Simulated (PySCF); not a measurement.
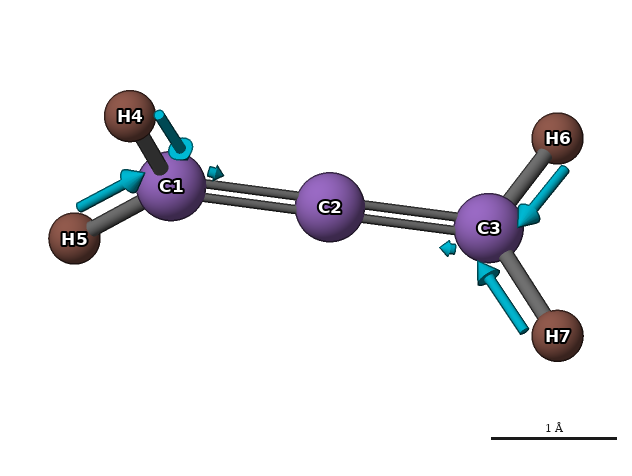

Arrows show the forces on the atoms, 1 Å of arrow for 1 eV/Å; forces under a tenth of the largest aren't drawn. Level of theory: RHF/6-31G* (PySCF).

List the force components in the frame of the picture (x right, y up, z towards the viewer), in eV/Å.

```
atom     Fx     Fy     Fz
  C1   0.13  −0.04  −0.01
  C2   0.00   0.01  −0.01
  C3  −0.13   0.02   0.03
  H4   0.23  −0.37  −0.59
  H5   0.53   0.28   0.42
  H6  −0.38  −0.47   0.41
  H7  −0.38   0.57  −0.25
```
